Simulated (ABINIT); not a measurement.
# TaAgO3 (Pm-3m): G0W0 with ABINIT, start to end

Aim: the G0W0 gap of TaAgO3 (Pm-3m) on PBEsol, step by step.

Program: ABINIT 10.8.3. Level of theory: PBEsol and many-body steps on it, plane waves. Results are calculated unless marked as measured.

**1. Starting point**

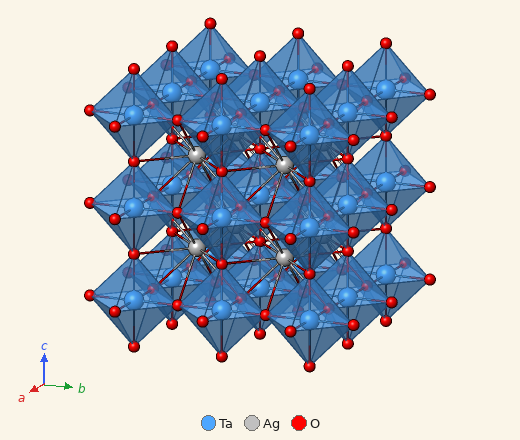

Start, viewed slightly off an axis; tantalum blue, silver light grey, oxygen red. 2×2×2 cells are drawn. Some periodic images of atoms are drawn too.

The cell and positions are those that the Materials Project relaxed with its own functionals (PBE, PBE+U or r2SCAN), kept fixed. Spin-orbit coupling is left out unless a step names it.

**2. Ground state**

This step: ABINIT 10.8.3; DFT, PBEsol, plane waves, norm-conserving pseudopotentials.

The ground-state density comes first.

Input file run.abi:

```
acell 3*1.0 Angstrom
rprim 
  3.999370000000 0.000000000000 0.000000000000
  0.000000000000 3.999370000000 0.000000000000
  0.000000000000 0.000000000000 3.999370000000
ntypat 3
znucl 73 47 8
natom 5
typat 1 2 3 3 3
xred 
  0.000000000000 0.000000000000 0.000000000000
  0.500000000000 0.500000000000 0.500000000000
  0.000000000000 0.000000000000 0.500000000000
  0.000000000000 0.500000000000 0.000000000000
  0.500000000000 0.000000000000 0.000000000000
pp_dirpath "pseudos"
pseudos "Ta.upf, Ag.upf, O.upf"
ecut 37
ngkpt 6 6 6
nshiftk 1
shiftk 0 0 0
kptopt 1
chksymbreak 0
nband 31
occopt 1
tolvrs 1e-10
nstep 60
prtwf 0
optforces 0
optstress 0
indata_prefix "in"
outdata_prefix "out"
tmpdata_prefix "tmp"
```

Started as:

```bash
$ OMP_NUM_THREADS=1 mpirun -n 4 abinit run.abi > log
```

Numbers of over 12 decimals in the logs are rounded to 6 here.

Output:

```text
.Version 10.8.3 of ABINIT. v10.8.2 released Aug 2026.

 Symmetries : space group Pm -3 m (#221); Bravais cP (primitive cubic)
================================================================================
 Values of the parameters that define the memory need of the present run
     intxc =       0    ionmov =       0      iscf =       7    lmnmax =       8
     lnmax =       8     mgfft =      45  mpssoang =       4    mqgrid =    3001
     natom =       5  nloc_mem =       1    nspden =       1   nspinor =       1
    nsppol =       1      nsym =      48    n1xccc =    2501    ntypat =       3
    occopt =       1   xclevel =       2
-    mband =          31        mffmem =           1         mkmem =           5
       mpw =        4661          nfft =       91125          nkpt =          20
================================================================================
  Rough estimation (10% accuracy) of disk space for files :
================================================================================

--------------------------------------------------------------------------------
------------- Echo of variables that govern the present computation ------------
--------------------------------------------------------------------------------
 -outvars: echo values of preprocessed input variables --------
            acell      1.8897261259E+00  1.8897261259E+00  1.8897261259E+00 Bohr

      chksymbreak           0
             ecut      3.70000000E+01 Hartree
-          fftalg         312

              ixc     -116133
              kpt      0.00000000E+00  0.00000000E+00  0.00000000E+00
                       1.66666667E-01  0.00000000E+00  0.00000000E+00
                       3.33333333E-01  0.00000000E+00  0.00000000E+00
                       5.00000000E-01  0.00000000E+00  0.00000000E+00
                       1.66666667E-01  1.66666667E-01  0.00000000E+00
                       3.33333333E-01  1.66666667E-01  0.00000000E+00
                       5.00000000E-01  1.66666667E-01  0.00000000E+00
                       3.33333333E-01  3.33333333E-01  0.00000000E+00
                       5.00000000E-01  3.33333333E-01  0.00000000E+00
   [... 9 further rows ...]
                       5.00000000E-01  5.00000000E-01  3.33333333E-01
                       5.00000000E-01  5.00000000E-01  5.00000000E-01
         kptrlatt        6    0    0      0    6    0      0    0    6
          kptrlen      4.53462839E+01
P           mkmem           5
            natom           5
            nband          31
            ngfft          45      45      45
             nkpt          20
            nstep          60
             nsym          48
           ntypat           3
              occ      2.000000  2.000000  2.000000  2.000000  2.000000  2.000000
                       2.000000  2.000000  2.000000  2.000000  2.000000  2.000000
                       2.000000  2.000000  2.000000  2.000000  2.000000  2.000000
                       2.000000  2.000000  2.000000  2.000000  2.000000  2.000000
                       2.000000  0.000000  0.000000  0.000000  0.000000  0.000000
                       0.000000
        optforces           0
        optstress           0
            prtwf           0
            rprim      3.9993700000E+00  0.0000000000E+00  0.0000000000E+00
[...]
spgroup         221

           tolvrs      1.00000000E-10

             xred      0.0000000000E+00  0.0000000000E+00  0.0000000000E+00
[...]
znucl       73.00000   47.00000    8.00000

================================================================================

 chkinp: Checking input parameters for consistency.

================================================================================
== DATASET  1 ==================================================================
-   mpi_nproc: 4, omp_nthreads: 1 (-1 if OMP is not activated)

--- !DatasetInfo
iteration_state: {dtset: 1, }
dimensions: {natom: 5, nkpt: 20, mband: 31, nsppol: 1, nspinor: 1, nspden: 1, mpw: 4661, }
cutoff_energies: {ecut:  37.0, pawecutdg:  -1.0, }
electrons: {nelect:   5.00000000E+01, charge:   0.00000000E+00, occopt:   1.00000000E+00, tsmear:   1.00000000E-02, }

 Real(R)+Recip(G) space primitive vectors, cartesian coordinates (Bohr,Bohr^-1):
 R(1)=  7.5577140  0.0000000  0.0000000  G(1)=  0.1323151  0.0000000  0.0000000
 R(2)=  0.0000000  7.5577140  0.0000000  G(2)=  0.0000000  0.1323151  0.0000000
 R(3)=  0.0000000  0.0000000  7.5577140  G(3)=  0.0000000  0.0000000  0.1323151
 Unit cell volume ucvol=  4.3168937E+02 bohr^3
 Angles (23,13,12)=  9.00000000E+01  9.00000000E+01  9.00000000E+01 degrees

 getcut: wavevector=  0.0000  0.0000  0.0000  ngfft=  45  45  45
         ecut(hartree)=     37.000   => boxcut(ratio)=   2.12616

--- Pseudopotential description ------------------------------------------------
- Ta Generated using ONCVPSP code by D. R. Hamann
- 73.00000  13.00000  180301                  znucl, zion, pspdat
12 -116133 3 -1 1432                          pspcod,pspxc,lmax,lloc,mmax
     nproj     2     2     2     2
  pspatm : epsatm=   21.70780620
         --- l  ekb(1:nproj) -->
[...]
pspatm: atomic psp has been read  and splines computed

- Ag Generated using ONCVPSP code by D. R. Hamann
- 47.00000  19.00000  180301                  znucl, zion, pspdat
12 -116133 2 -1 1538                          pspcod,pspxc,lmax,lloc,mmax
     nproj     2     2     2     0
  pspatm : epsatm=   27.64581140
         --- l  ekb(1:nproj) -->
[...]
pspatm: atomic psp has been read  and splines computed

- O Generated using ONCVPSP code by D. R. Hamann
-  8.00000   6.00000  180301                  znucl, zion, pspdat
12 -116133 2 -1 936                           pspcod,pspxc,lmax,lloc,mmax
     nproj     2     2     1     0
  pspatm : epsatm=    6.22910120
         --- l  ekb(1:nproj) -->
[...]
2   -1.335834
 pspatm: atomic psp has been read  and splines computed

   3.40204606E+03                                ecore*ucvol(ha*bohr**3)
--------------------------------------------------------------------------------

_setup2: Arith. and geom. avg. npw (full set) are    4641.079    4641.064

================================================================================

--- !BeginCycle
iteration_state: {dtset: 1, }
solver: {iscf: 7, nstep: 60, nline: 4, wfoptalg: 0, }
tolerances: {tolvrs: 1.00E-10, }

     iter   Etot(hartree)      deltaE(h)  residm     vres2
 ETOT  1  -268.61905740041    -2.686E+02 2.208E-01 2.588E+03
 ETOT  2  -267.85341323073     7.656E-01 3.287E-02 5.525E+03
 ETOT  3  -269.49959120441    -1.646E+00 5.707E-02 2.772E+02
 ETOT  4  -269.54545780236    -4.587E-02 2.595E-02 7.358E+01
 ETOT  5  -269.54838207119    -2.924E-03 8.603E-04 3.926E+01
 ETOT  6  -269.55510573526    -6.724E-03 2.737E-02 9.143E-01
 ETOT  7  -269.55532965111    -2.239E-04 5.831E-03 1.847E-01
 ETOT  8  -269.55536541630    -3.577E-05 6.861E-04 7.071E-03
 ETOT  9  -269.55536677969    -1.363E-06 1.454E-04 1.465E-04
 ETOT 10  -269.55536679469    -1.501E-08 3.785E-05 1.693E-07
 ETOT 11  -269.55536679477    -7.168E-11 3.522E-05 2.294E-09
 ETOT 12  -269.55536679476     4.377E-12 3.696E-05 2.756E-10
 ETOT 13  -269.55536679476     5.684E-12 3.340E-05 9.690E-12

 At SCF step   13       vres2   =  9.69E-12 < tolvrs=  1.00E-10 =>converged.

--- !ResultsGS
iteration_state: {dtset: 1, }
comment   : Summary of ground state results
lattice_vectors:
- [  7.5577140,   0.0000000,   0.0000000, ]
- [  0.0000000,   7.5577140,   0.0000000, ]
- [  0.0000000,   0.0000000,   7.5577140, ]
lattice_lengths: [   7.55771,    7.55771,    7.55771, ]
lattice_angles: [ 90.000,  90.000,  90.000, ] # degrees, (23, 13, 12)
lattice_volume:   4.3168937E+02
convergence: {deltae:  5.684E-12, res2:  9.690E-12, residm:  3.340E-05, diffor:  0.000E+00, }
etotal    :  -2.69555367E+02
entropy   :   0.00000000E+00
fermie    :   2.22611329E-01
cartesian_stress_tensor: null
pressure_GPa: null
xred      :
- [  0.0000E+00,   0.0000E+00,   0.0000E+00, Ta]
- [  5.0000E-01,   5.0000E-01,   5.0000E-01, Ag]
- [  0.0000E+00,   0.0000E+00,   5.0000E-01,  O]
- [  0.0000E+00,   5.0000E-01,   0.0000E+00,  O]
- [  5.0000E-01,   0.0000E+00,   0.0000E+00,  O]
cartesian_forces: null
force_length_stats: {min: null, max: null, mean: null, }

 Integrated electronic density in atomic spheres:
 ------------------------------------------------
 Atom  Sphere_radius  Integrated_density
[...]
================================================================================

 ----iterations are completed or convergence reached----

 Mean square residual over all n,k,spin=   84.190E-09; max=  33.401E-06
 reduced coordinates (array xred) for    5 atoms
       0.000000000000      0.000000000000      0.000000000000
       0.500000000000      0.500000000000      0.500000000000
       0.000000000000      0.000000000000      0.500000000000
       0.000000000000      0.500000000000      0.000000000000
       0.500000000000      0.000000000000      0.000000000000
 rms dE/dt=  0.0000E+00; max dE/dt=  0.0000E+00; dE/dt below (all hartree)
    1       0.000000000000      0.000000000000      0.000000000000
    2       0.000000000000      0.000000000000      0.000000000000
    3       0.000000000000      0.000000000000      0.000000000000
    4       0.000000000000      0.000000000000      0.000000000000
    5       0.000000000000      0.000000000000      0.000000000000

 cartesian coordinates (angstrom) at end:
    1      0.000000     0.000000     0.000000
    2      1.999685     1.999685     1.999685
    3      0.000000     0.000000     1.999685
    4      0.000000     1.999685     0.000000
    5      1.999685     0.000000     0.000000
 length scales=  1.889726125908  1.889726125908  1.889726125908 bohr
              =  1.000000000000  1.000000000000  1.000000000000 angstroms
 prteigrs : about to open file out_EIG
 Fermi (or HOMO) energy (hartree) =   0.22261   Average Vxc (hartree)=  -0.43593
 Eigenvalues (hartree) for nkpt=  20  k points:
 kpt#   1, nband= 31, wtk=  0.00463, kpt=  0.0000  0.0000  0.0000 (reduced coord)
  -3.04547   -2.27319   -1.70627   -1.70627   -1.70627   -1.04132   -1.04132   -1.04132
  -0.43258   -0.40214   -0.40214    0.10850    0.10850    0.10850    0.16158    0.16158
   0.16477    0.16477    0.16477    0.17232    0.17232    0.17232    0.18141    0.18141
   0.18141    0.28096    0.30187    0.30187    0.30187    0.45683    0.45683
 prteigrs : prtvol=0 or 1, do not print more k-points.

--- !EnergyTerms
iteration_state     : {dtset: 1, }
comment             : Components of total free energy in Hartree
kinetic             :  1.03149105955939E+02
hartree             :  6.14443733492543E+01
xc                  : -4.99903136013552E+01
Ewald energy        : -1.83621520141871E+02
psp_core            :  7.88077327802366E+00
local_psp           : -2.03059143324090E+02
non_local_psp       : -5.35864231065579E+00
total_energy        : -2.69555366794756E+02
total_energy_eV     : -7.33497520052918E+03
band_energy         : -2.57306012290777E+01

== END DATASET(S) ==============================================================
================================================================================

 -outvars: echo values of variables after computation  --------
           etotal     -2.6955536679E+02
            nband          31
             nkpt          20
          spgroup         221
 [... the other variables as echoed above ...]

 Calculation completed.
```

Run time: 37 s. Hardware: 4 MPI ranks of Arm Neoverse V2, shared host; peak memory 0.35 GiB; 2.5 min of CPU time.

This step gave:

| Property | Result |
| --- | --- |
| total energy | -7334.9752 eV |
| gap | 1.588 eV |
| k of the valence top | 0.5, 0.5, 0 |
| k of the conduction bottom | 0, 0, 0 |
| least direct gap | 2.171 eV |

The gap is indirect, with the least direct gap 0.58 eV higher.

(Part 1 of 3 ends here.)

[Paths, hosts, dates, memory and timing lines, banners, echoed tables and standing remarks are left out of the program output.]

[Logs are printed without paths, hosts, clocks, repeated set-up lines and the standing remarks that a program may print on its own settings, such as how far it seeks lower states.]

[Runs of the session that timed out or met a known fault of the program may be left out.]

[Hosts, paths, dates, database ids (printed as entryN), source tags and the programs' standing remarks are cut or masked in the printed files.]

[G0W0 gaps are taken among the corrected bands and points alone; a level outside them can change the order at an edge.]

[Where Ansatz stands beside ABINIT at settings called matched, ABINIT's density can come from a denser mesh and the files from another edition; pairs whose starting gaps differed by over 0.03 eV were left out, so agreement reads better than it is.]
